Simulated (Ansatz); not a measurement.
Nudged elastic band, with input and output: GeH₅SClO

GeH₅SClO, computed with RKS BHLYP/def2-SVP (Ansatz 0.2.0).

It belongs to a series of runs on one base structure; here: band between the two ends. Figures and captions count atoms from 1; the log counts them from 0 in places.

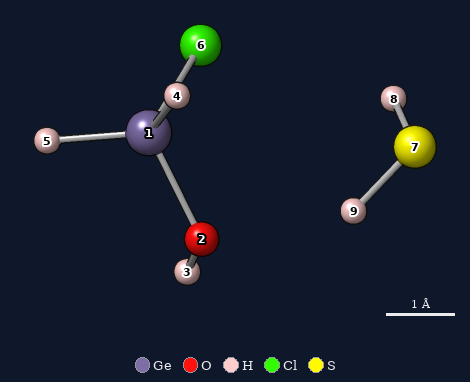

**Figure 1.** The input geometry (ball-and-stick view, seen on its broad side; atoms are numbered from 1 in the order of the input). Sticks mark near contacts.

## Input
```yaml
crystal:
  periodic: [false, false, false]
  atoms:
    - { symbol: Ge, position_ang: [-0.21411, 0.263953, -0.050211] }
    - { symbol: O, position_ang: [-0.199747, 0.032729, 1.69893] }
    - { symbol: H, position_ang: [-1.040938, 0.156069, 2.135004] }
    - { symbol: H, position_ang: [1.218996, 0.092062, -0.51001] }
    - { symbol: H, position_ang: [-0.883367, 1.586371, -0.412416] }
    - { symbol: Cl, position_ang: [-1.435356, -1.295406, -0.922405] }
    - { symbol: S, position_ang: [1.507211, -3.030627, 1.390011] }
    - { symbol: H, position_ang: [0.39947, -3.292944, 0.682213] }
    - { symbol: H, position_ang: [0.93564, -1.984106, 2.006984] }
basis:
  gaussian: { orbitals: def2-SVP }
hamiltonian:
  xc: { name: BHLYP }
neb:
  order_check: false
  images: 5
  f_tol: 0.03
  max_iterations: 60
  final_atoms:
    - { symbol: Ge, position_ang: [-0.05926943, -0.67130182, -0.36291214] }
    - { symbol: O, position_ang: [0.47114934, 0.22282869, 2.3774674] }
    - { symbol: H, position_ang: [-0.26476898, 0.47685497, 2.93132764] }
    - { symbol: H, position_ang: [1.05186631, 0.35662467, -0.42197369] }
    - { symbol: H, position_ang: [-1.38471374, -0.23231127, 0.23821302] }
    - { symbol: Cl, position_ang: [-0.54547991, -1.19684775, -2.41999142] }
    - { symbol: S, position_ang: [0.74731423, -2.50519924, 0.62235002] }
    - { symbol: H, position_ang: [-0.37013979, -3.22853541, 0.45690705] }
    - { symbol: H, position_ang: [0.64184097, -0.69401185, 2.59671213] }
  initial_path:
    images:
      - { positions_ang: [[-0.21411, 0.263953, -0.050211], [-0.199747, 0.032729, 1.69893], [-1.040938, 0.156069, 2.135004], [1.218996, 0.092062, -0.51001], [-0.883367, 1.586371, -0.412416], [-1.435356, -1.295406, -0.922405], [1.507211, -3.030627, 1.390011], [0.39947, -3.292944, 0.682213], [0.93564, -1.984106, 2.006984]] }
      - { positions_ang: [[-0.14540568, 0.17709372, -0.03192558], [-0.12936428, 0.01928537, 1.84079603], [-0.99207091, 0.00643087, 2.24615525], [1.29560224, 0.06451696, -0.51496755], [-0.83742862, 1.48062733, -0.4410373], [-1.30897513, -1.46583232, -0.85976217], [1.32256036, -2.76197097, 1.18949286], [0.29048362, -3.28156479, 0.60455603], [0.79239741, -1.71048517, 1.98479245]] }
      - { positions_ang: [[-0.07670137, 0.09023443, -0.01364017], [-0.05898156, 0.00584174, 1.98266205], [-0.94320383, -0.14320726, 2.35730649], [1.37220849, 0.03697192, -0.51992511], [-0.79149024, 1.37488367, -0.4696586], [-1.18259426, -1.63625864, -0.79711935], [1.13790971, -2.49331493, 0.98897471], [0.18149724, -3.27018557, 0.52689907], [0.64915482, -1.43686435, 1.9626009]] }
      - { positions_ang: [[-0.00799705, 0.00337515, 0.00464525], [0.01140117, -0.00760188, 2.12452808], [-0.89433674, -0.29284539, 2.46845774], [1.44881473, 0.00942688, -0.52488266], [-0.74555186, 1.26914, -0.49827991], [-1.05621339, -1.80668496, -0.73447652], [0.95325907, -2.2246589, 0.78845657], [0.07251086, -3.25880636, 0.4492421], [0.50591223, -1.16324352, 1.94040935]] }
      - { positions_ang: [[-0.02508784, -0.22151718, -0.11787388], [0.16465056, 0.06920831, 2.20884119], [-0.68448082, -0.0362786, 2.62274771], [1.31649859, 0.12515947, -0.49057967], [-0.95860582, 0.76865625, -0.25278226], [-0.8859689, -1.60340589, -1.29631482], [0.88461079, -2.31817235, 0.73308772], [-0.07503936, -3.24871604, 0.45179708], [0.55122181, -1.00683297, 2.15917694]] }
      - { positions_ang: [[-0.04217864, -0.4464095, -0.24039301], [0.31789995, 0.1460185, 2.29315429], [-0.4746249, 0.22028818, 2.77703767], [1.18418245, 0.24089207, -0.45627668], [-1.17165978, 0.26817249, -0.00728462], [-0.71572441, -1.40012682, -1.85815312], [0.81596251, -2.4116858, 0.67771887], [-0.22258957, -3.23862572, 0.45435206], [0.59653139, -0.85042241, 2.37794453]] }
      - { positions_ang: [[-0.05926943, -0.67130182, -0.36291214], [0.47114934, 0.22282869, 2.3774674], [-0.26476898, 0.47685497, 2.93132764], [1.05186631, 0.35662467, -0.42197369], [-1.38471374, -0.23231127, 0.23821302], [-0.54547991, -1.19684775, -2.41999142], [0.74731423, -2.50519924, 0.62235002], [-0.37013979, -3.22853541, 0.45690705], [0.64184097, -0.69401185, 2.59671213]] }
```

Hardware: 2 threads of Arm Neoverse V2, 24 GiB of memory available, shared host.

Command:
```bash
ansatz run input.yaml --threads 2 --pin off --max-ram 3072MiB --backend cpu --events-out ev --progress --plain --runs-dir out
```

## Log
```
Engine: ansatz 0.2.0, aarch64-unknown-linux-gnu
Functional definition: BHLYP
  parameter a = 0.5
  exchange = (1 - a)*b88_x + a*exact_x
  correlation = lyp_c
1097 factors; integrals over basis functions are off by at most 3.3e-4 eV
mean field evaluation 1: about -81985.1593 eV, gradient 4.4e1 eV
mean field evaluation 2: about -81983.1727 eV, gradient 5.6e1 eV
mean field evaluation 4: about -81988.6088 eV, gradient 1.3e0 eV
mean field evaluation 8: about -81988.6427 eV, gradient 2.5e-2 eV
mean field -81988.64270828 eV, -3013.0270456312 hartree, gradient 1.0e-5 eV, S^2 0.000000; 0 other end points of the search recorded, 0 dependent functions left out
the calculation of the forces begins
reference -81988.64287697 eV, -3013.0270518304 hartree; 39, 39 occupied and 68, 68 virtual orbitals, 1097 factors
1099 factors; integrals over basis functions are off by at most 1.1e-3 eV
mean field evaluation 16: about -81985.5709 eV, gradient 4.2e1 eV
mean field -81988.77848835 eV, -3013.0320354567 hartree, gradient 5.9e-5 eV, S^2 0.000000; 0 other end points of the search recorded, 0 dependent functions left out
[... from here on the field's lines of each further geometry are left out, up to the last ...]
NEB iter   1: max|band force component| = 3.979e0 eV/Å  barrier→ = 4.1101 eV  barrier← = 4.2458 eV  Δτ_max = 0.2000 Å  (187 SCF iters)
NEB iter   2: max|band force component| = 2.580e0 eV/Å  barrier→ = 2.6328 eV  barrier← = 2.7686 eV  Δτ_max = 0.2000 Å  (152 SCF iters)
NEB iter   3: max|band force component| = 1.800e0 eV/Å  barrier→ = 1.8893 eV  barrier← = 2.0251 eV  Δτ_max = 0.1990 Å  (153 SCF iters)
NEB iter   4: max|band force component| = 4.323e0 eV/Å  barrier→ = 1.4751 eV  barrier← = 1.6109 eV  Δτ_max = 0.0992 Å  (147 SCF iters)
NEB iter   5: max|band force component| = 1.087e0 eV/Å  barrier→ = 1.2589 eV  barrier← = 1.3946 eV  Δτ_max = 0.2000 Å  (148 SCF iters)
NEB iter   6: max|band force component| = 3.599e0 eV/Å  barrier→ = 1.2115 eV  barrier← = 1.3473 eV  Δτ_max = 0.0996 Å  (150 SCF iters)
NEB iter   7: max|band force component| = 5.830e-1 eV/Å  barrier→ = 1.1304 eV  barrier← = 1.2662 eV  Δτ_max = 0.0709 Å  (148 SCF iters)
NEB iter   8: max|band force component| = 8.855e-1 eV/Å  barrier→ = 1.0721 eV  barrier← = 1.2078 eV  CI = image 2  Δτ_max = 0.2000 Å  (154 SCF iters)
NEB iter   9: max|band force component| = 1.967e0 eV/Å  barrier→ = 1.4537 eV  barrier← = 1.5895 eV  CI = image 2  Δτ_max = 0.1015 Å  (155 SCF iters)
NEB iter  10: max|band force component| = 4.996e-1 eV/Å  barrier→ = 1.4536 eV  barrier← = 1.5894 eV  CI = image 2  Δτ_max = 0.1951 Å  (150 SCF iters)
NEB iter  11: max|band force component| = 1.051e0 eV/Å  barrier→ = 1.4226 eV  barrier← = 1.5584 eV  CI = image 2  Δτ_max = 0.0994 Å  (148 SCF iters)
NEB iter  12: max|band force component| = 2.893e-1 eV/Å  barrier→ = 1.4143 eV  barrier← = 1.5501 eV  CI = image 2  Δτ_max = 0.0536 Å  (153 SCF iters)
NEB iter  13: max|band force component| = 3.054e-1 eV/Å  barrier→ = 1.4033 eV  barrier← = 1.5391 eV  CI = image 2  Δτ_max = 0.0373 Å  (152 SCF iters)
NEB iter  14: max|band force component| = 2.535e-1 eV/Å  barrier→ = 1.3951 eV  barrier← = 1.5309 eV  CI = image 2  Δτ_max = 0.0565 Å  (153 SCF iters)
NEB iter  15: max|band force component| = 1.400e-1 eV/Å  barrier→ = 1.3899 eV  barrier← = 1.5257 eV  CI = image 2  Δτ_max = 0.0424 Å  (153 SCF iters)
NEB iter  16: max|band force component| = 9.150e-2 eV/Å  barrier→ = 1.3872 eV  barrier← = 1.5230 eV  CI = image 2  Δτ_max = 0.0323 Å  (156 SCF iters)
NEB iter  17: max|band force component| = 8.053e-2 eV/Å  barrier→ = 1.3855 eV  barrier← = 1.5212 eV  CI = image 2  Δτ_max = 0.0311 Å  (146 SCF iters)
NEB iter  18: max|band force component| = 4.966e-2 eV/Å  barrier→ = 1.3846 eV  barrier← = 1.5204 eV  CI = image 2  Δτ_max = 0.0286 Å  (152 SCF iters)
NEB iter  19: max|band force component| = 4.230e-2 eV/Å  barrier→ = 1.3840 eV  barrier← = 1.5198 eV  CI = image 2  Δτ_max = 0.0143 Å  (140 SCF iters)
NEB iter  20: max|band force component| = 4.303e-2 eV/Å  barrier→ = 1.3836 eV  barrier← = 1.5194 eV  CI = image 2  Δτ_max = 0.0071 Å  (120 SCF iters)
NEB iter  21: max|band force component| = 3.027e-2 eV/Å  barrier→ = 1.3836 eV  barrier← = 1.5193 eV  CI = image 2  Δτ_max = 0.0071 Å  (122 SCF iters)
NEB iter  22: max|band force component| = 3.113e-2 eV/Å  barrier→ = 1.3835 eV  barrier← = 1.5193 eV  CI = image 2  Δτ_max = 0.0036 Å  (117 SCF iters)
the calculation of the forces begins
reference -81988.72120545 eV, -3013.0299303489 hartree; 39, 39 occupied and 68, 68 virtual orbitals, 1098 factors
1099 factors; integrals over basis functions are off by at most 9.2e-4 eV
mean field evaluation 928: about -81987.2308 eV, gradient 3.5e-1 eV
mean field -81987.25922662 eV, -3012.9762036180 hartree, gradient 8.9e-5 eV, S^2 0.000000; 1 other end points of the search recorded, 0 dependent functions left out
the calculation of the forces begins
reference -81987.25938920 eV, -3012.9762095927 hartree; 39, 39 occupied and 68, 68 virtual orbitals, 1099 factors
NEB iter  23: max|band force component| = 2.739e-2 eV/Å  barrier→ = 1.3835 eV  barrier← = 1.5193 eV  CI = image 2  Δτ_max = 0.0000 Å  (248 SCF iters)
```

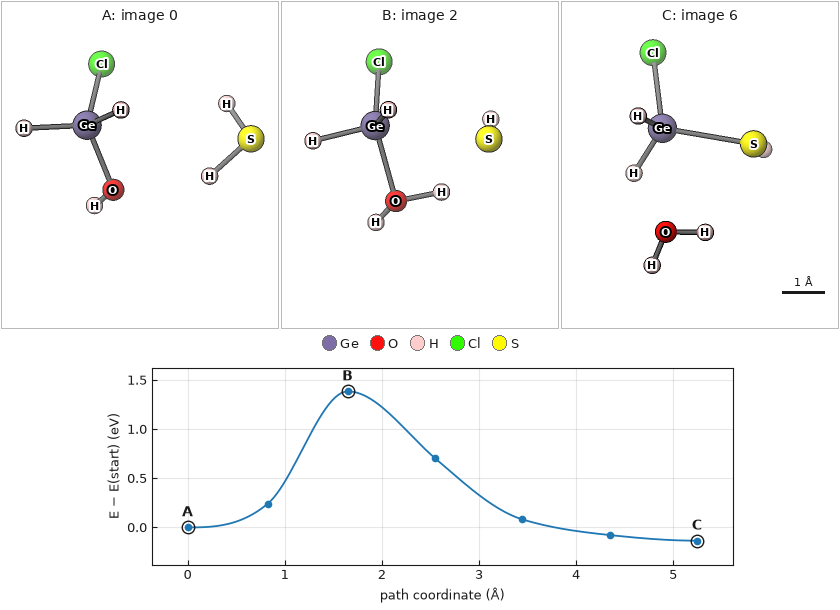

**Figure 2.** Images of the last band (counted from 0; ball-and-stick, seen at a tilt) above the energy along the path; the line is a cubic interpolation that uses the forces. The highest image is number 2, 1.383 eV above the start and 1.519 eV above the end (the climbing image); the end lies 0.136 eV below the start. The path is 5.24 Å long. The band converged in 23 iterations.

```
Total energy: -81987.25938920 eV, -3012.9762095927 hartree
Atom 0 at     0.035955    -0.169022    -0.060002 Å, force    -0.006250    -0.009553    -0.005838 eV/Å
Atom 1 at    -0.047336    -0.229619     1.870591 Å, force     0.004545     0.012010     0.010443 eV/Å
Atom 2 at    -0.842130     0.012546     2.353798 Å, force    -0.004830    -0.002700    -0.007043 eV/Å
Atom 3 at     1.419196     0.137373    -0.601220 Å, force     0.001554     0.000179    -0.000778 eV/Å
Atom 4 at    -0.816824     1.112729    -0.075469 Å, force    -0.002919     0.005594    -0.000143 eV/Å
Atom 5 at    -1.271658    -1.461379    -1.206246 Å, force     0.004487     0.004592     0.004783 eV/Å
Atom 6 at     1.232758    -2.421317     0.991290 Å, force    -0.002177    -0.000305     0.001813 eV/Å
Atom 7 at     0.168629    -3.209301     0.781187 Å, force     0.001151     0.001662     0.000922 eV/Å
Atom 8 at     0.409209    -1.243909     1.964172 Å, force     0.004438    -0.011478    -0.004160 eV/Å
Dipole moment:    -0.412485     0.570677     0.396545 e Å
this run last wrote the band of iteration 23 to [file]
```

## The last band as extended XYZ (Å, eV, eV/Å)
```
9
Properties=species:S:1:pos:R:3:forces:R:3 image=0 energy=-81988.64271
Ge   -0.2141    0.2640   -0.0502    0.0205  -0.0216   0.0299
O    -0.1997    0.0327    1.6989   -0.0038   0.0154  -0.0229
H    -1.0409    0.1561    2.1350    0.0005  -0.0036   0.0008
H     1.2190    0.0921   -0.5100   -0.0017   0.0135  -0.0047
H    -0.8834    1.5864   -0.4124    0.0046  -0.0029   0.0093
Cl   -1.4354   -1.2954   -0.9224   -0.0132  -0.0083  -0.0095
S     1.5072   -3.0306    1.3900   -0.0133   0.0165   0.0060
H     0.3995   -3.2929    0.6822    0.0023  -0.0027   0.0026
H     0.9356   -1.9841    2.0070    0.0042  -0.0062  -0.0116
9
Properties=species:S:1:pos:R:3:forces:R:3 image=1 energy=-81988.40304
Ge   -0.1075    0.0808   -0.0150   -0.1581   0.2753   0.0484
O    -0.1186   -0.1199    1.7572   -0.0755   0.1147  -0.1145
H    -0.9126    0.1209    2.2301   -0.0945   0.1144  -0.1464
H     1.3239    0.0948   -0.5154   -0.0969  -0.0419   0.1061
H    -0.8953    1.3559   -0.2296   -0.0832   0.2615  -0.1715
Cl   -1.2624   -1.4266   -1.0609    0.0238   0.0371   0.1472
S     1.3502   -2.6602    1.1834    0.1316  -0.2580   0.2133
H     0.2039   -3.2265    0.7823    0.0397  -0.0178  -0.0003
H     0.7062   -1.6911    1.8861    0.3131  -0.4853  -0.0822
9
Properties=species:S:1:pos:R:3:forces:R:3 image=2 energy=-81987.25923
Ge    0.0360   -0.1690   -0.0600   -0.0063  -0.0096  -0.0058
O    -0.0473   -0.2296    1.8706    0.0045   0.0120   0.0104
H    -0.8421    0.0125    2.3538   -0.0048  -0.0027  -0.0070
H     1.4192    0.1374   -0.6012    0.0016   0.0002  -0.0008
H    -0.8168    1.1127   -0.0755   -0.0029   0.0056  -0.0001
Cl   -1.2717   -1.4614   -1.2062    0.0045   0.0046   0.0048
S     1.2328   -2.4213    0.9913   -0.0022  -0.0003   0.0018
H     0.1686   -3.2093    0.7812    0.0012   0.0017   0.0009
H     0.4092   -1.2439    1.9642    0.0044  -0.0115  -0.0042
9
Properties=species:S:1:pos:R:3:forces:R:3 image=3 energy=-81987.93859
Ge    0.1407   -0.4113   -0.1978    0.1045  -0.2427  -0.1480
O     0.0529   -0.0754    2.2056    0.0921   0.1499   0.3428
H    -0.8592    0.0100    2.4794   -0.0146  -0.0016   0.1245
H     1.4330    0.1441   -0.7917    0.0028   0.0090  -0.1870
H    -0.7787    0.7911    0.0723    0.0274  -0.3121   0.1521
Cl   -1.2194   -1.4933   -1.5276    0.0551  -0.0243  -0.3115
S     1.1215   -2.2991    0.7760   -0.1117   0.1133  -0.2168
H     0.0797   -3.1376    0.6865   -0.0775   0.0764  -0.0985
H     0.3172   -1.0004    2.3153   -0.0780   0.2322   0.3424
9
Properties=species:S:1:pos:R:3:forces:R:3 image=4 energy=-81988.56124
Ge    0.1542   -0.5445   -0.4144    0.0077  -0.0611  -0.0940
O     0.1359    0.0853    2.6158    0.0054   0.0447   0.1787
H    -0.8181    0.0660    2.6626    0.0085   0.0420   0.0782
H     1.3766    0.1419   -1.0083   -0.0221   0.0024  -0.0968
H    -0.7838    0.4412    0.2571   -0.0081  -0.1567   0.0771
Cl   -1.0967   -1.4632   -1.9281    0.0652   0.0051  -0.1787
S     1.0034   -2.2833    0.7255   -0.0464   0.0128  -0.0169
H    -0.0667   -3.0784    0.5870   -0.0518   0.0279  -0.0391
H     0.3829   -0.8370    2.5211    0.0417   0.0827   0.0916
9
Properties=species:S:1:pos:R:3:forces:R:3 image=5 energy=-81988.72104
Ge    0.0583   -0.6200   -0.4371   -0.0101  -0.0195  -0.0248
O     0.3325    0.1925    2.6016    0.0327   0.0323  -0.0068
H    -0.5882    0.2295    2.8544    0.0237   0.0092   0.0236
H     1.2580    0.2503   -0.7726   -0.0118   0.0153   0.0294
H    -1.0811    0.0917    0.2665   -0.0495  -0.0389   0.0053
Cl   -0.8147   -1.3531   -2.2848    0.0445   0.0130  -0.0348
S     0.8518   -2.3972    0.6567   -0.0141  -0.0151  -0.0017
H    -0.2697   -3.1227    0.5383   -0.0225  -0.0060  -0.0032
H     0.5409   -0.7429    2.5952    0.0071   0.0097   0.0129
9
Properties=species:S:1:pos:R:3:forces:R:3 image=6 energy=-81988.77849
Ge   -0.0593   -0.6713   -0.3629   -0.0014  -0.0002  -0.0001
O     0.4711    0.2228    2.3775    0.0006  -0.0019   0.0031
H    -0.2648    0.4769    2.9313   -0.0017   0.0035  -0.0008
H     1.0519    0.3566   -0.4220   -0.0003  -0.0002   0.0019
H    -1.3847   -0.2323    0.2382    0.0007   0.0004  -0.0004
Cl   -0.5455   -1.1968   -2.4200   -0.0002  -0.0016  -0.0009
S     0.7473   -2.5052    0.6223   -0.0006   0.0011  -0.0008
H    -0.3701   -3.2285    0.4569    0.0007   0.0004  -0.0005
H     0.6418   -0.6940    2.5967    0.0022  -0.0015  -0.0014
```

## Summary

| quantity | value |
| --- | --- |
| outcome | converged |
| barrier, forward | 1.383 eV |
| barrier, backward | 1.519 eV |
| wall time | 5.7 min (CPU time 11 min) |
| peak memory | 0.28 GiB |

The order of the saddle point was not checked.
